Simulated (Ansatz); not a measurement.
## Electronic structure of AlCl3H4OSi in real space

```xyz
10

Al   -0.0416    0.6193    0.0754
O    -0.8163    0.7508    1.8364
Si   -1.1961   -0.5548    2.9304
H    -1.7689   -1.6060    2.0681
H     0.0368   -0.9633    3.6399
H    -2.1890    0.0263    3.8692
Cl    1.1308   -1.1343    0.3681
Cl   -1.6807    0.4040   -1.2402
Cl    0.9516    2.5014    0.1032
H    -0.6564    1.6373    2.2020
```

Theory: RKS B3LYP-D4/def2-SVP in Ansatz 0.2.0.

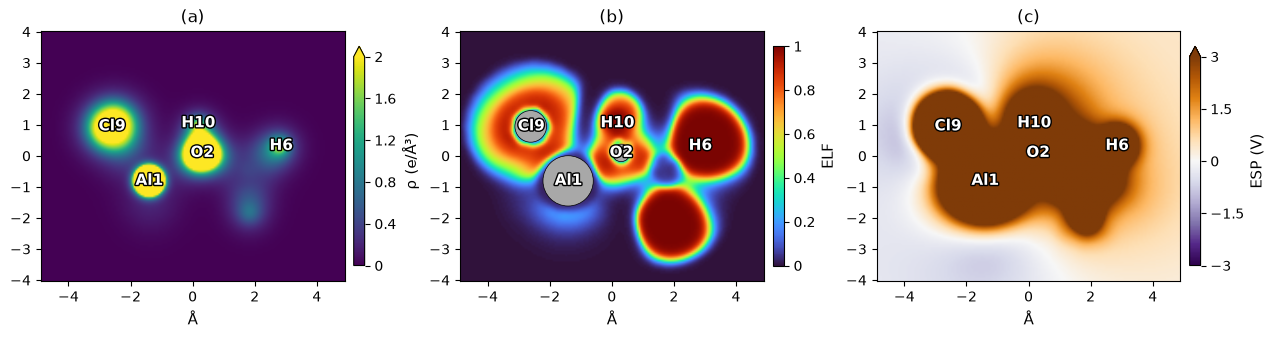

Figure 1. (a) total electron density; (b) ELF; (c) molecular electrostatic potential on the plane of atoms O2, Al1 and Cl9. Grey discs cover the atomic cores in the ELF map.

What do the fields say about this system?

Answer.
- Atoms in the plane: Al, O, H and Cl.
- Al–O (1.93 Å): the density is about 0.49 e/Å³ at the midpoint; the ELF peaks at about 0.90 in the valence shell of O, 0.7 Å from its nucleus, and is about 0.45 at the midpoint.
- Al–Cl (2.13 Å): the density is about 0.67 e/Å³ at the midpoint; the ELF peaks at about 0.90 in the valence shell of Cl, 1.0 Å from its nucleus, and is about 0.85 at the midpoint.
- O–H (0.97 Å): the density is about 3.7 e/Å³ at the midpoint; the ELF climbs to about 1 towards the hydrogen, as it does in any bond to H (a covalent bond by its length).
- The ELF also peaks beside Cl9, away from the bonds: lone-pair regions.
- Outside the dense part of the molecule the potential is most negative (−0.8 V) near Cl9.

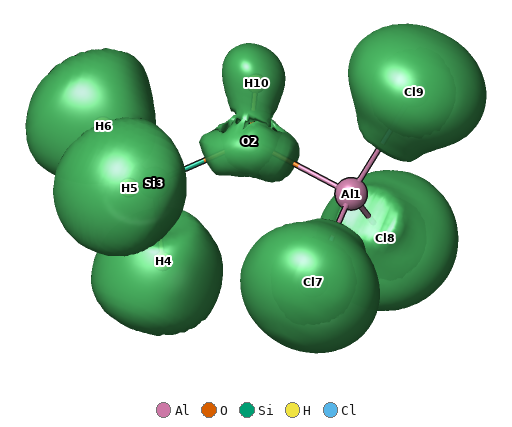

Figure 2. Isosurface of the electron localisation function at 0.8 (green), seen across its widest extent. Only the valence region is drawn (cores and ρ < 0.01 e/Å³ removed).

Describe the localisation domains.

Answer. At this value the surface marks out three regions around hydrogen nuclei, three regions on Cl in which the atom's valence shell and bonds are merged and one joined region spread over several atoms (H, O), in which their bonds and any lone pairs are merged. Along the contacts the grid gives the following. Si–O (1.75 Å): the ELF peaks at about 0.90 between the atoms: a polar covalent bond.

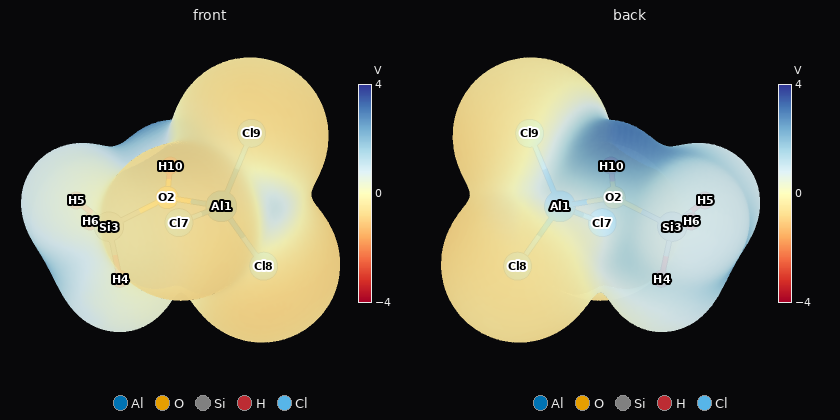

Figure 3. The molecular electrostatic potential painted on the density surface at 0.001 e/bohr³, seen from the front and from behind; red is negative and blue positive.

Which sites attract a positive test charge, and which a negative one?

Answer. A positive charge is drawn to the negative regions and a negative charge to the positive ones. The most negative region (about −0.9 V, or −21 kcal/mol for a unit charge) lies over Cl7 and Cl8, the most positive (about +3.1 V, or +71 kcal/mol for a unit charge) over H10.

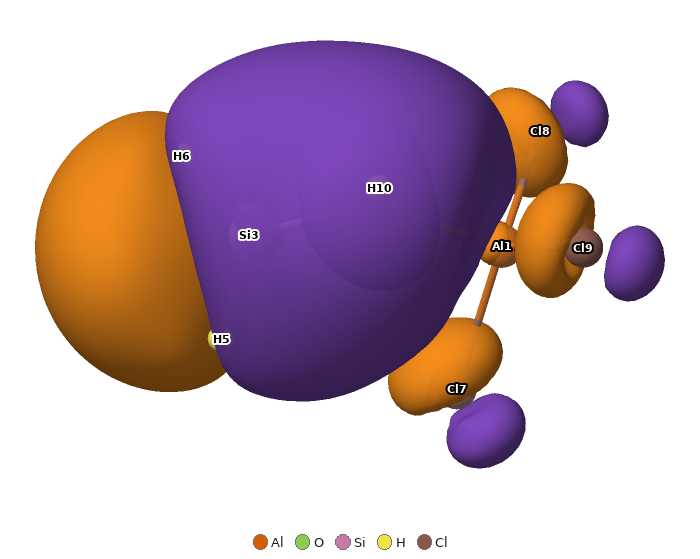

Figure 4. The LUMO at ±0.05 Å⁻³ᐟ² (orange and purple are the two phases), seen from one side.

Describe this orbital and give its energy.

Answer. Its weight (Hirshfeld) is mainly on Si3 (about 50 %), O2 (about 15 %), H10 (about 10 %) and Al1 (about 5 %). Its energy is −1.24 eV.
